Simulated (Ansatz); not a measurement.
## Electronic structure of C$_{2}$H$_{8}$S$_{2}$Si (SMILES [SiH3]CSCS) in real space

```yaml
atoms:
  - { symbol: Si, position_ang: [-1.6276, -0.8034, -0.8078] }
  - { symbol: C, position_ang: [0.2195, -1.2890, -0.6105] }
  - { symbol: S, position_ang: [1.3795, 0.2187, -0.6905] }
  - { symbol: C, position_ang: [1.1247, 0.8401, 1.0762] }
  - { symbol: S, position_ang: [1.7064, 2.6104, 1.2729] }
  - { symbol: H, position_ang: [-1.9897, 0.2559, 0.1966] }
  - { symbol: H, position_ang: [-1.8576, -0.2683, -2.1897] }
  - { symbol: H, position_ang: [-2.5149, -1.9994, -0.5786] }
  - { symbol: H, position_ang: [0.5363, -1.9305, -1.4403] }
  - { symbol: H, position_ang: [0.4203, -1.8330, 0.3197] }
  - { symbol: H, position_ang: [0.0666, 0.7541, 1.3339] }
  - { symbol: H, position_ang: [1.7355, 0.2559, 1.7672] }
  - { symbol: H, position_ang: [0.8214, 3.1537, 0.3656] }
```

Method: RKS r2SCAN-D4/6-31G in Ansatz.

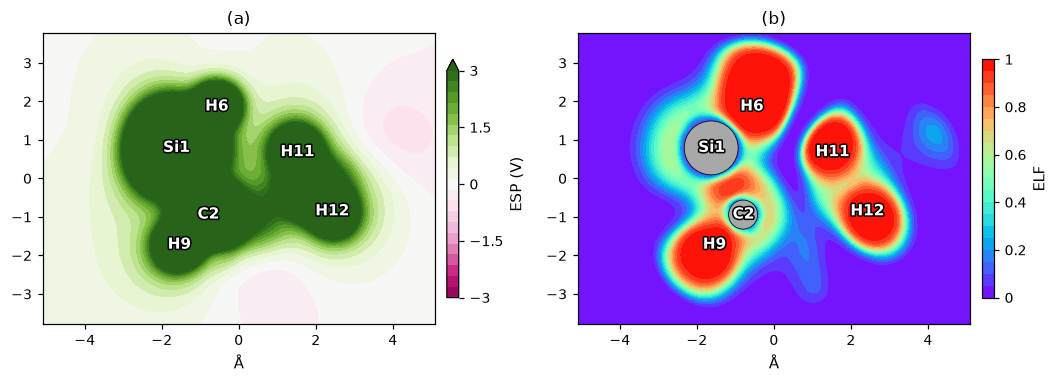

Figure 1. (a) electrostatic potential; (b) electron localisation function on the plane of atoms C2, Si1 and H6. Grey discs cover the atomic cores in the ELF map.

> Interpret the plot.

- The section cuts through Si, C and H sites.
- C–Si (1.92 Å): the ELF peaks at about 0.95 between the atoms, as expected for a shared electron pair.
- C–H (1.10 Å): the ELF climbs to about 1 towards the hydrogen, as it does in any bond to H (a covalent bond by its length).
- Si–H (1.50 Å): the ELF climbs to about 1 towards the hydrogen.
- Outside the dense part of the molecule the potential is most negative (−0.5 V) near S5, which lies off the plane.

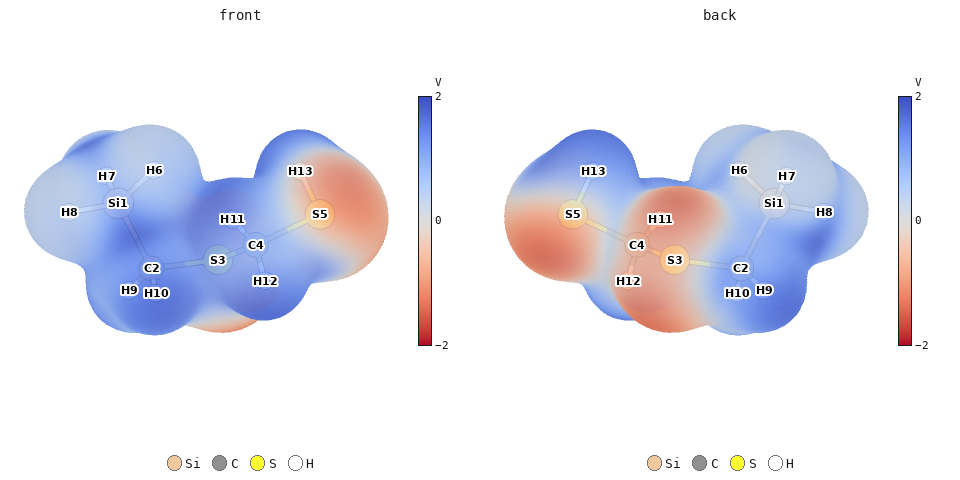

Figure 2. The electrostatic potential painted on the density surface at 0.004 e/bohr³, seen from the front and from behind; the colour scale runs from red (negative) to blue (positive).

> Where is the surface potential most negative and most positive?

The most negative region (about −1.3 V, or −30 kcal/mol for a unit charge) lies over S3 and S5, the most positive (about +1.7 V, or +39 kcal/mol for a unit charge) over Si1, H9, H10 and H12.

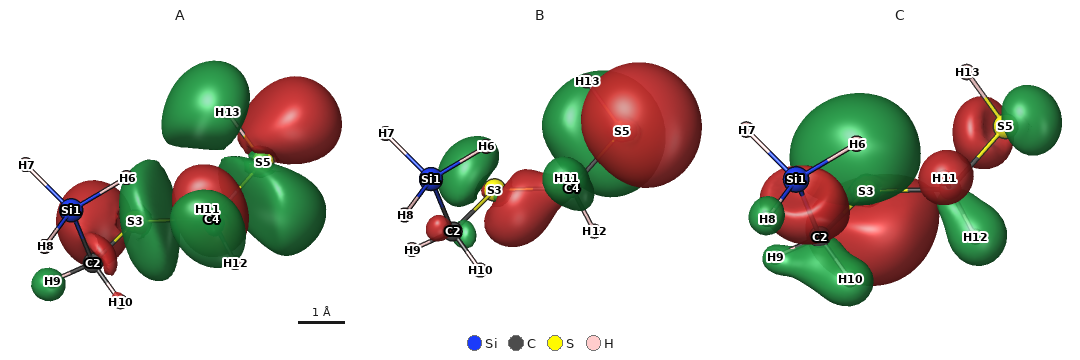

Figure 3. Three frontier orbitals at ±0.08 Å⁻³ᐟ² (green and red are the two phases), in no order.

> Order the three orbitals by energy and name them.

B is the HOMO−1 (−6.19 eV). Its weight (Hirshfeld) is mainly on S5 (about 80 %) and S3 (about 10 %); largely a lone pair of S5. C is the HOMO (−5.60 eV). It lies mainly on S3 (about 70 %); largely a lone pair of S3. A is the LUMO (−0.41 eV). It lies mainly on S5 (about 40 %), C4 (about 25 %), S3 (about 20 %) and H13 (about 10 %).

> What is the HOMO–LUMO gap?

5.19 eV between the orbital energies.
